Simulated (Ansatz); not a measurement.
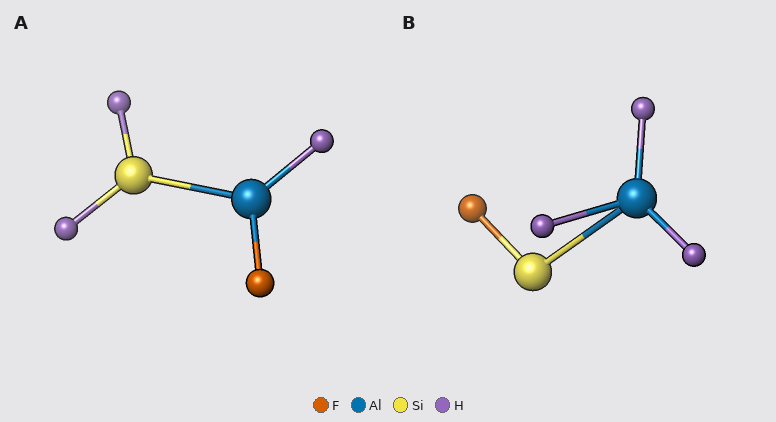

2 stationary structures of one formula. The species is neutral and a spin doublet. Geometries: PBE-D4/def2-SVP. Electronic energies: PBE-D4/def2-SVP (Ansatz 0.2.0), without zero-point energy. No frequency run is at hand to confirm each as a minimum.

### Which is lowest in energy, and by how much?

A is lowest (Cs); B lies 27.5 kcal/mol above it (C1).
